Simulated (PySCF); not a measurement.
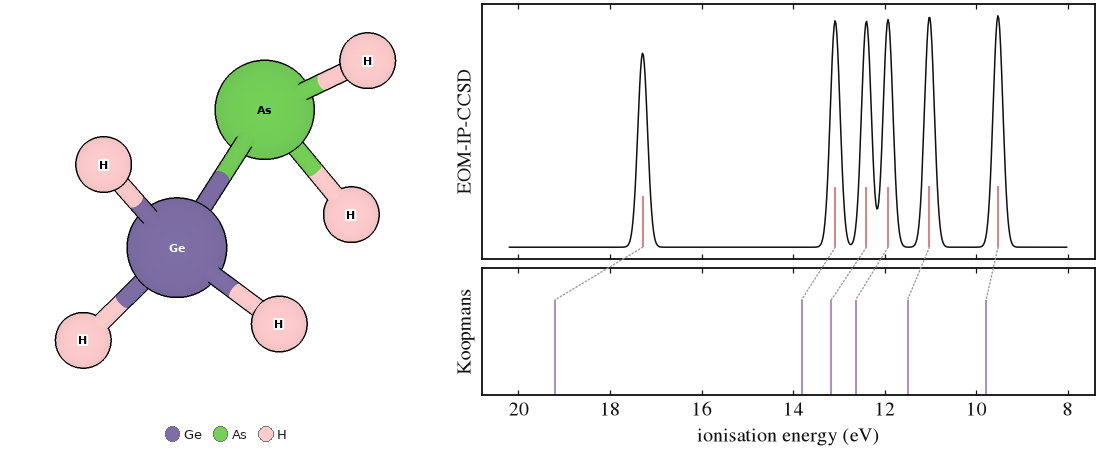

Valence photoelectron lines of GeAsH₅, SMILES [GeH3][AsH2], singlet: vertical EOM-IP-CCSD/aug-cc-pVDZ (frozen core, PySCF 2.14.0, at a PBE0-D3(BJ)/def2-SVP geometry (no frequency check); 6 lines, one for each of the 6 highest orbitals, so a line of a deeper orbital can be missing among them) above, Hartree-Fock orbital energies with the sign turned below, non-relativistic; dotted lines join each line to its leading orbital. Stick heights are one-hole weights (summed over degenerate lines), not cross-sections; Gaussian width 0.25 eV.

**Do correlation and relaxation change the order of the lines?**

Not among these holes, which come in the order of the orbitals, HOMO, HOMO−1, HOMO−2, HOMO−3, HOMO−4, HOMO−5.

**What is the first vertical ionisation energy, and how far is Koopmans' value off?**

9.52 eV from the HOMO; Koopmans gives 9.78 eV, 0.26 eV too high.

Known limits of this run: small basis, so the lines can lie some tenths of an eV too low.
